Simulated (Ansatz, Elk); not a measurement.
**Sc3TiB: X-ray structure factors from the self-consistent density**

The structure of Sc3TiB used here is made up (a known structure type with other elements) and was relaxed beforehand with PBE. The aim is the Fourier transform of its all-electron density, F(hkl), set beside the sum over free spherical atoms that refinements use.

Calculated with Elk 11.2.3 (patched build); DFT, PBE, all-electron APW+lo, Dirac cores, scalar-relativistic bands, static density, no spin.

The structure was built from a prototype and need not be the compound's stable phase.

### Step 1. The starting structure

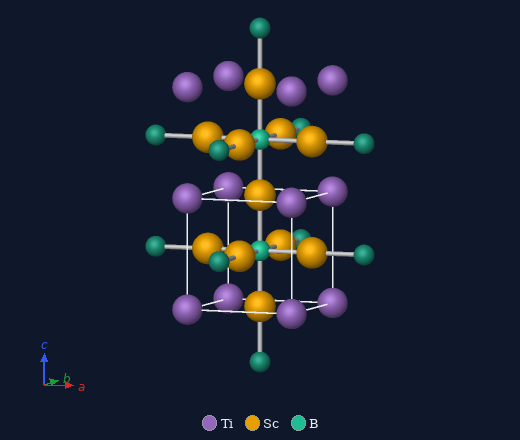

The starting structure, seen slightly off an axis (titanium purple, scandium orange, boron teal). 1×1×2 cells are drawn. Some periodic images of atoms are drawn too.

### Step 2. Ground state and structure factors

An all-electron density is needed, since X-rays see the cores too. Task 0 finds the density and task 195 Fourier-transforms it; tshift is off so that phases refer to the origin typed.

The input, elk.in:

```
tasks
  0
  195

xctype
  20

spinpol
  .false.

rgkmax
  7.0

gmaxvr
  14.0

lmaxo
  7

lmaxapw
  8

swidth
  0.002

tshift
  .false.

ramdisk
  .false.

hmaxvr
  5.5

maxscl
  120

epspot
  1e-06

sppath
  './'

avec
  8.85272861697 -0.00000000000 0.00000000000
  -0.00000000000 8.85272861697 -0.00000000000
  0.00000000000 -0.00000000000 8.85272861697

atoms
  3
  'Ti.in'
  1
  0.0000000000 -0.0000000000 0.0000000000   0.000000 0.000000 0.000000
  'Sc.in'
  3
  0.5000000000 0.5000000000 0.0000000000   0.000000 0.000000 0.000000
  -0.0000000000 0.5000000000 0.5000000000   0.000000 0.000000 0.000000
  0.5000000000 0.0000000000 0.5000000000   0.000000 0.000000 0.000000
  'B.in'
  1
  0.5000000000 0.5000000000 0.5000000000   0.000000 0.000000 0.000000

ngridk
  5 5 5
```

Launch:

```console
$ OMP_NUM_THREADS=4 elk
```

Numbers of over 12 decimals in the logs are rounded to 6 here.

Log:

```text
┌─────────────────────────┐
│ Elk code version 11.2.3 │
└─────────────────────────┘

All units are atomic (Hartree, Bohr, etc.)

┌─────────────────────────────────────────────────┐
│ Ground-state run starting from atomic densities │
└─────────────────────────────────────────────────┘

Lattice vectors :
   8.852728617      -0.000000000       0.000000000
  -0.000000000       8.852728617      -0.000000000
   0.000000000      -0.000000000       8.852728617

Reciprocal lattice vectors :
  0.7097456139       0.000000000       0.000000000
   0.000000000      0.7097456139       0.000000000
   0.000000000       0.000000000      0.7097456139

Unit cell volume      :    693.7954590
Brillouin zone volume :   0.3575264298

Muffin-tin inner radius fraction :   0.1000000000E-01

Nuclei treated as point charges

Species : 1 (Ti)
 parameters loaded from : Ti.in
 name : titanium
 nuclear charge    :   -22.00000000
 electronic charge :    22.00000000
 atomic mass :    87256.20317
 muffin-tin radius :    2.400000000
 number of radial points in muffin-tin :    993
 inner part over the whole radius :   0.9985722337E-02
 number on inner part of muffin-tin    :    699
 approximate nuclear radius :   0.6805665174E-04
 number of mesh points to nuclear radius :    325
 atomic positions (lattice), magnetic fields (Cartesian) :
  1 :   0.00000000  0.00000000  0.00000000    0.00000000  0.00000000  0.00000000

Species : 2 (Sc)
 parameters loaded from : Sc.in
 name : scandium
 nuclear charge    :   -21.00000000
 electronic charge :    21.00000000
 atomic mass :    81949.61073
 muffin-tin radius :    2.400000000
 number of radial points in muffin-tin :    993
 inner part over the whole radius :   0.9898716403E-02
 number on inner part of muffin-tin    :    698
 approximate nuclear radius :   0.6711386133E-04
 number of mesh points to nuclear radius :    323
 atomic positions (lattice), magnetic fields (Cartesian) :
  1 :   0.50000000  0.50000000  0.00000000    0.00000000  0.00000000  0.00000000
  2 :   0.00000000  0.50000000  0.50000000    0.00000000  0.00000000  0.00000000
  3 :   0.50000000  0.00000000  0.50000000    0.00000000  0.00000000  0.00000000

Species : 3 (B)
 parameters loaded from : B.in
 name : boron
 nuclear charge    :   -5.000000000
 electronic charge :    5.000000000
 atomic mass :    19707.24742
 muffin-tin radius :    1.800000000
 number of radial points in muffin-tin :    593
 inner part over the whole radius :   0.9957276294E-02
 number on inner part of muffin-tin    :    405
 approximate nuclear radius :   0.4534157419E-04
 number of mesh points to nuclear radius :    161
 atomic positions (lattice), magnetic fields (Cartesian) :
  1 :   0.50000000  0.50000000  0.50000000    0.00000000  0.00000000  0.00000000

Total number of atoms per unit cell :    5
Total muffin-tin volume :    256.0523676
 ratio of muffin-tin to unit cell volume :   0.3690603107

Spin treatment :
 spin-unpolarised

Number of Bravais lattice symmetries :   48
Number of crystal symmetries         :   48
Crystal has inversion symmetry
Real symmetric eigensolver will be used

k-point grid :      5     5     5
k-point offset :    0.000000000       0.000000000       0.000000000
k-point set is reduced with full crystal symmetry group
Total number of k-points :       10

Muffin-tin radius times maximum |G+k| :    7.000000000
 using average radius
Maximum |G+k| for APW functions       :    3.070175439
Maximum (1/2)|G+k|²                   :    4.712988612
Maximum |G| for potential and density :    14.00000000
Constant for pseudocharge density :    8
 order of it for each species :   15  15  15
 order of it for pair densities of each species (exact exchange by exxq0 0: 16) :   11  11   5
Radial integration step length :    1

G-vector grid sizes :     40    40    40
Number of G-vectors :    32231

Maximum angular momentum used for
 APW functions            :    8
 outer part of muffin-tin :    7
 inner part of muffin-tin :    2

Total nuclear charge    :   -90.00000000
[...]
xc potential                :     -206.65347361337
 exchange                    :     -159.30009661316
 correlation                 :     -3.772545
 electron entropic           :    -0.31140308974320E-02
 total energy                :     -3171.8135710135

Density of states at Fermi energy :    237.4473598
 (states/Hartree/unit cell)

Estimated indirect band gap :   0.1831208216E-02
 from k-point 5 to k-point 8
Estimated direct band gap   :   0.5918508230E-02
 at k-point 3

Charges :
 core                        :    42.00000000
 valence                     :    48.00000000
 interstitial                :    8.709516621
 muffin-tins (core leakage)
  species : 1 (Ti)
   atom 1                    :    18.92998488     ( -0.2204247131E-06)
  species : 2 (Sc)
[...]
species : 3 (B)
[...]
total in muffin-tins        :    81.29048338
 total calculated charge     :    89.99960496
 total charge                :    90.00000000
 error                       :   0.3950401995E-03

RMS change in Kohn-Sham potential (target) :    1.897547068     (  0.1000000000E-05)
Absolute change in total energy (target)   :   0.9909464430E-01 (  0.1000000000E-03)

[... loops 3 to 20 left out ...]

┌──────────────────┐
│ Loop number : 21 │
└──────────────────┘

Energies :
 Fermi                       :     0.206354
 sum of occupied eigenvalues :     -1853.3767803760
 electron kinetic            :      3199.0683897179
 core electron kinetic       :      2959.7106365930
 Coulomb                     :     -6206.9485267872
 Coulomb potential           :     -4840.8161354872
 nuclear-nuclear             :     -485.21163809663
 electron-nuclear            :     -6615.7247734234
 Hartree                     :      893.98788473282
 Madelung                    :     -3786.5404590436
 xc potential                :     -211.62903460673
 exchange                    :     -159.64919707272
 correlation                 :     -3.784167
 electron entropic           :    -0.44341645904844E-02
 total energy                :     -3171.3179351803

Density of states at Fermi energy :    337.7850916
 (states/Hartree/unit cell)

Estimated indirect band gap :   0.1790724843E-02
 from k-point 7 to k-point 2
Estimated direct band gap   :   0.4684463108E-02
 at k-point 8

Charges :
 core                        :    42.00000000
 valence                     :    48.00000000
 interstitial                :    8.547688682
 muffin-tins (core leakage)
  species : 1 (Ti)
[...]
species : 2 (Sc)
[...]
species : 3 (B)
[...]
total in muffin-tins        :    81.45231132
 total calculated charge     :    89.99989211
 total charge                :    90.00000000
 error                       :   0.1078873755E-03

RMS change in Kohn-Sham potential (target) :   0.4127787616E-06 (  0.1000000000E-05)
Absolute change in total energy (target)   :   0.5940171377E-05 (  0.1000000000E-03)

Convergence targets achieved

┌──────────────────┐
│ Loop number : 22 │
└──────────────────┘

Energies :
 Fermi                       :     0.206354
 sum of occupied eigenvalues :     -1853.3767735856
 electron kinetic            :      3199.0683952521
 core electron kinetic       :      2959.7106367730
 Coulomb                     :     -6206.9485280201
 Coulomb potential           :     -4840.8161365595
 nuclear-nuclear             :     -485.21163809663
 electron-nuclear            :     -6615.7247748903
 Hartree                     :      893.98788496685
 Madelung                    :     -3786.5404597403
 xc potential                :     -211.62903227817
 exchange                    :     -159.64919715423
 correlation                 :     -3.784167
 electron entropic           :    -0.44341646566923E-02
 total energy                :     -3171.3179309624

Density of states at Fermi energy :    337.7850891
 (states/Hartree/unit cell)

Estimated indirect band gap :   0.1790718574E-02
 from k-point 7 to k-point 2
Estimated direct band gap   :   0.4684436898E-02
 at k-point 8

Charges :
 core                        :    42.00000000
 valence                     :    48.00000000
 interstitial                :    8.547688931
 muffin-tins (core leakage)
  species : 1 (Ti)
[...]
species : 2 (Sc)
[...]
atom 2                    :    19.13364413     ( -0.2163265034E-06)
   atom 3                    :    19.13364413     ( -0.2163265034E-06)
  species : 3 (B)
   atom 1                    :    3.944369593     (  0.6914031291E-04)
 total in muffin-tins        :    81.45231107
 total calculated charge     :    89.99989211
 total charge                :    90.00000000
 error                       :   0.1078875731E-03

┌──────────────────────────────┐
│ Self-consistent loop stopped │
└──────────────────────────────┘

Wrote STATE.OUT
```

The job ended after 22 s (4 threads of Arm Neoverse V2, shared host; peak memory 0.19 GiB).

SFACRHO.OUT:

```text

h k l indices transformed by vhmat matrix:
   1.000000000       0.000000000       0.000000000    
   0.000000000       1.000000000       0.000000000    
   0.000000000       0.000000000       1.000000000    

      h      k      l  multipl.   |H|            Re(F)            Im(F)           |F|

      0      0      0      1   0.0000000       90.000000     -0.27679095E-16   90.000000    
      0     -1      0      6  0.70974561      -3.2950330     -0.20733164E-13   3.2950330    
     -1      0      1     12   1.0037319       4.6361315      0.18128537E-14   4.6361315    
      1      1      1      8   1.2293155       59.664926     -0.47592354E-13   59.664926    
      0      0     -2      6   1.4194912       62.293864      0.36281458E-13   62.293864    
     -1      0     -2     24   1.5870394      -1.5175995     -0.26516111E-13   1.5175995    
     -1      1     -2     24   1.7385146       2.8793167     -0.35103565E-13   2.8793167    
      2      2      0     12   2.0074637       52.277746     -0.60781047E-13   52.277746    
      2     -2      1     24   2.1292368      -1.1013003      0.21136157E-13   1.1013003    
      0      0      3      6   2.1292368      -1.1971300      0.55415763E-13   1.1971300    
     -3      1      0     24   2.2444127       2.5280655      0.88501101E-14   2.5280655    
     -1     -1     -3     24   2.3539599       43.667866      0.56026315E-13   43.667866    
      2     -2     -2      8   2.4586309       45.730219      0.26601625E-13   45.730219    
     -2     -3      0     24   2.5590242      -1.0865210     -0.40240927E-13   1.0865210    
     -2      1      3     48   2.6556249       2.2900161     -0.17671920E-13   2.2900161    
      4      0      0      6   2.8389825       41.351204     -0.48313688E-13   41.351204    
      3      2     -2     24   2.9263561      -1.0571306      0.54241715E-13   1.0571306    
     -4      0     -1     24   2.9263561      -1.0627910     -0.10573140E-13   1.0627910
```

Elk indexes on the primitive cell of elk.in and gives |H| = 4π sin θ/λ in inverse bohr. Below, one row stands for each form hkl of the conventional cell (m members, Friedel mates merged), F is for one primitive cell and the density is static (no thermal factor). Free-atom factors are Waasmaier and Kirfel's, and R is Σm||F|−|F'||/Σm|F|.

| hkl | m | sin θ/λ (Å⁻¹) | abs F, DFT | neutral atoms | diff. |
| --- | --- | --- | --- | --- | --- |
| 100 | 6 | 0.107 | 3.295 | 2.910 | +0.385 |
| 110 | 12 | 0.151 | 4.636 | 4.290 | +0.347 |
| 111 | 8 | 0.185 | 59.665 | 60.381 | -0.716 |
| 200 | 6 | 0.213 | 62.294 | 62.445 | -0.151 |
| 210 | 24 | 0.239 | 1.518 | 1.493 | +0.024 |
| 211 | 24 | 0.261 | 2.879 | 3.011 | -0.132 |
| 220 | 12 | 0.302 | 52.278 | 52.253 | +0.025 |
| 221 | 24 | 0.320 | 1.101 | 1.149 | -0.048 |
| 300 | 6 | 0.320 | 1.197 | 1.149 | +0.048 |
| 310 | 24 | 0.338 | 2.528 | 2.558 | -0.030 |
| 311 | 24 | 0.354 | 43.668 | 43.550 | +0.118 |
| 222 | 8 | 0.370 | 45.730 | 45.717 | +0.014 |
| 320 | 24 | 0.385 | 1.087 | 1.058 | +0.029 |
| 321 | 48 | 0.399 | 2.290 | 2.311 | -0.021 |
| 400 | 6 | 0.427 | 41.351 | 41.198 | +0.153 |
| 322 | 24 | 0.440 | 1.057 | 1.050 | +0.007 |
| 410 | 24 | 0.440 | 1.063 | 1.050 | +0.013 |
| 411 | 24 | 0.453 | 2.101 | 2.132 | -0.030 |

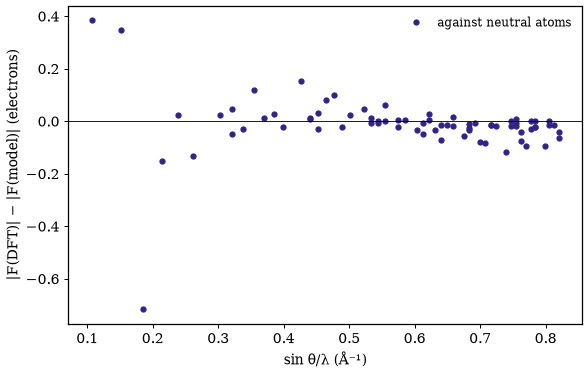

Difference between the calculated structure factors and the independent-atom ones.

### Step 3. The highest occupied states alone

An energy window below the Fermi level keeps the highest occupied states, to see at which angles they scatter; shallow core shells can lie inside it and anion s states outside. No new self-consistency is needed.

elk.in: that of step 2 with these lines changed.

```diff
@@ -1,3 +1,2 @@
 tasks
-  0
   195
@@ -40,2 +39,5 @@
 
+wsfac
+  -0.344890 0.506350
+
 sppath
```

Launch:

```console
$ OMP_NUM_THREADS=4 elk
```

Log:

```text
┌─────────────────────────────────┐
│ Elk code version 11.2.3 started │
└─────────────────────────────────┘

Info(readinput): the functional depends on the density's gradient
 muffin-tin radial points multiplied by    2.00000
 (not where nrmtscf is given)

┌────────────────────┐
│ Current task : 195 │
└────────────────────┘

Info(sfacrho): density structure factors written to SFACRHO.OUT

 Energy window :  -0.3448900000      0.5063500000

┌──────────────────┐
│ Elk code stopped │
└──────────────────┘
```

Run time: 9.6 s. Hardware: 4 threads; peak memory 0.16 GiB; 11 s of CPU time.

States within 15 eV below the Fermi level hold 16.00 electrons; any levels below the window count with the cores. Their amplitudes can exceed the total, where window and core parts have opposite phase:

```csv
hkl,sin θ/λ (Å⁻¹),"abs F, window","abs F, all"
100,0.107,1.448,3.295
110,0.151,2.421,4.636
111,0.185,0.599,59.665
200,0.213,2.267,62.294
210,0.239,0.072,1.518
211,0.261,0.546,2.879
220,0.302,1.200,52.278
221,0.320,0.176,1.101
300,0.320,0.069,1.197
310,0.338,0.240,2.528
```

### Step 4. Another functional

The difference from free atoms is small, so it is set against the change that LDA (Perdew-Wang) makes.

elk.in: that of step 3 with these lines changed.

```diff
@@ -1,2 +1,3 @@
 tasks
+  0
   195
@@ -4,3 +5,3 @@
 xctype
-  20
+  3
 
@@ -39,5 +40,2 @@
 
-wsfac
-  -0.344890 0.506350
-
 sppath
```

Launch:

```console
$ OMP_NUM_THREADS=4 elk
```

Log:

```text
┌─────────────────────────┐
│ Elk code version 11.2.3 │
└─────────────────────────┘

All units are atomic (Hartree, Bohr, etc.)

┌─────────────────────────────────────────────────┐
│ Ground-state run starting from atomic densities │
└─────────────────────────────────────────────────┘

Lattice vectors :
   8.852728617      -0.000000000       0.000000000
  -0.000000000       8.852728617      -0.000000000
   0.000000000      -0.000000000       8.852728617

Reciprocal lattice vectors :
  0.7097456139       0.000000000       0.000000000
[...]
interstitial                :    8.450095882
 muffin-tins (core leakage)
  species : 1 (Ti)
[...]
species : 2 (Sc)
[...]
atom 3                    :    19.15947040     ( -0.3512595109E-05)
  species : 3 (B)
   atom 1                    :    3.935360980     (  0.7156038463E-04)
 total in muffin-tins        :    81.54990412
 total calculated charge     :    89.99990447
 total charge                :    90.00000000
 error                       :   0.9552876773E-04

┌──────────────────────────────┐
│ Self-consistent loop stopped │
└──────────────────────────────┘

Wrote STATE.OUT
[key lines of the parts left out:]
total energy                :     -3164.1214564200
```

The job ended after 12 s (4 threads; peak memory 0.16 GiB).

Against the first run R = 0.09 %; the largest change is -0.053 at 220.

### Step 5. Basis size

A smaller basis shows how fast F responds to it; the change is likely larger than the basis error of the first run, but doesn't show convergence.

elk.in: that of step 4 with these lines changed.

```diff
@@ -5,3 +5,3 @@
 xctype
-  3
+  20
 
@@ -11,3 +11,3 @@
 rgkmax
-  7.0
+  5.5
```

Launch:

```console
$ OMP_NUM_THREADS=4 elk
```

Log:

```text
┌─────────────────────────┐
│ Elk code version 11.2.3 │
└─────────────────────────┘

All units are atomic (Hartree, Bohr, etc.)

┌─────────────────────────────────────────────────┐
│ Ground-state run starting from atomic densities │
└─────────────────────────────────────────────────┘

Lattice vectors :
   8.852728617      -0.000000000       0.000000000
  -0.000000000       8.852728617      -0.000000000
   0.000000000      -0.000000000       8.852728617

Reciprocal lattice vectors :
  0.7097456139       0.000000000       0.000000000
[...]
interstitial                :    8.708311720
 muffin-tins (core leakage)
  species : 1 (Ti)
[...]
species : 2 (Sc)
[...]
atom 3                    :    19.10427088     ( -0.2163274182E-06)
  species : 3 (B)
   atom 1                    :    3.912650058     (  0.6876795680E-04)
 total in muffin-tins        :    81.29168828
 total calculated charge     :    89.99973054
 total charge                :    90.00000000
 error                       :   0.2694609261E-03

┌──────────────────────────────┐
│ Self-consistent loop stopped │
└──────────────────────────────┘

Wrote STATE.OUT
[key lines of the parts left out:]
total energy                :     -3171.2383089062
```

The job ended after 19 s (4 threads; peak memory 0.17 GiB; 38 s of CPU time).

Against the first run R = 0.06 %; the largest change is -0.069 at 200.

### Step 6. Settings against the effect

```csv
run,R against the first run (%),"R against neutral atoms, low angle (%)",wall time
"PBE, rgkmax 7",0.00,1.63,22 s
LDA (Perdew-Wang),0.09,1.58,12 s
rgkmax 5.5,0.06,1.70,19 s
```

### Step 7. Outcome

| Item | Value |
| --- | --- |
| R against neutral atoms, sin θ/λ < 0.3 Å⁻¹ | 1.63 % |
| R against neutral atoms, 0.3 to 0.82 Å⁻¹ | 0.32 % |

**Reading.** Independent neutral atoms miss the calculated amplitudes by R = 1.63 % below 0.3 Å⁻¹ and 0.32 % from there to 0.82 Å⁻¹; by shells, 11.67 % below 0.15 Å⁻¹ (1 form), 1.44 % 0.15 to 0.3 (5 forms), 0.33 % 0.3 to 0.45 (11 forms), 0.32 % above 0.45 (57 forms). Bonding, aspherical density and the tables' own atoms all enter these figures, and the runs don't part them. The largest change of an amplitude is -0.72 electrons, at 111. The window's part falls from 16.0 electrons at the origin to at most 0.35 between 0.45 and 0.82 Å⁻¹. Below 0.3 Å⁻¹ the changes that finished (LDA (Perdew-Wang) and rgkmax 5.5) move F by R = 0.16 % at most, against the 1.63 % that separates it from free atoms. The k-mesh has no finished test. These runs have no spin, though d or f shells may be open. Part of the difference isn't bonding: the tables are fits to free atoms and ions calculated by other methods than this functional. Thermal motion, anomalous dispersion and extinction are left out.

[Logs are printed without paths, hosts, clocks, repeated set-up lines and the standing remarks that a program may print on its own settings, such as how far it seeks lower states.]

[Hosts, paths, dates, database ids (printed as entryN), source tags and the programs' standing remarks are cut or masked in the printed files.]
